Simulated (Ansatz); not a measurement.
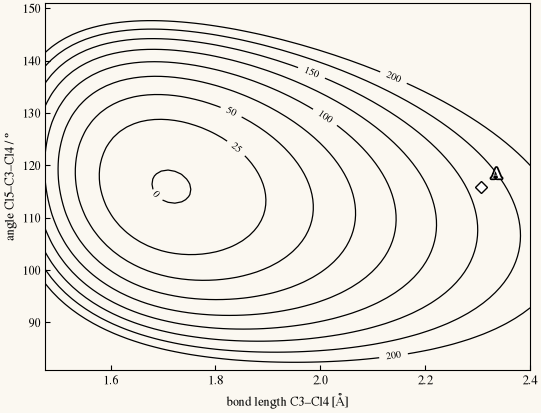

C2HCl3, SMILES ClC=C(Cl)Cl. 
- Coordinates scanned: (1) bond length C3–Cl4; (2) angle Cl5–C3–Cl4.
- Nothing is relaxed (all other coordinates rigid).
- The grid has 11 × 11 points.
- Points are written as (first, second).
- Energies are in kJ/mol, from the lowest grid point.
- Method: RKS PBE-D4/def2-TZVP (Ansatz 0.2.0).

Drawn: contour lines labelled in kJ/mol (none above 200), the point A. Between grid points the surface is interpolated.

Which way does the force act at A, and how strong is it?

A, at (2.308 Å, 115.9°), is not a stationary point. The computed force is 330 kJ/mol for each Å towards smaller values of bond length C3–Cl4 and 1.8 kJ/mol for each degree towards smaller values of angle Cl5–C3–Cl4.
